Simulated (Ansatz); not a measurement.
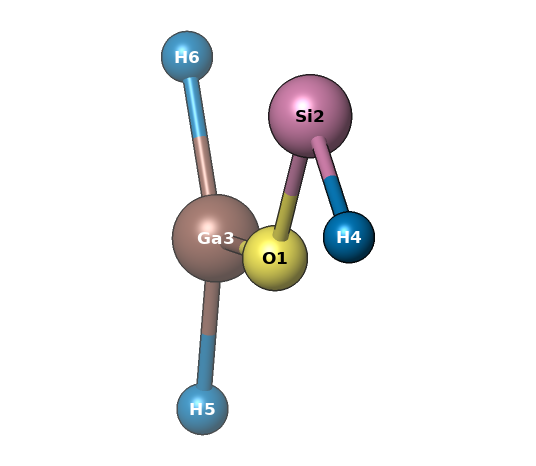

Ga3 lies behind O1. The molecule seen a little off the O1–Ga3 bond, O1 in front. Distant atoms are faded towards the background colour. The computed structure is the end point of a PBE0-D4/def2-TZVP optimisation. No frequency run is at hand to confirm it as a minimum.

### What is the torsion angle Si2–O1–Ga3–H5? The sign is positive where the front bond must turn clockwise to cover the back bond.

178°, antiperiplanar (anti).
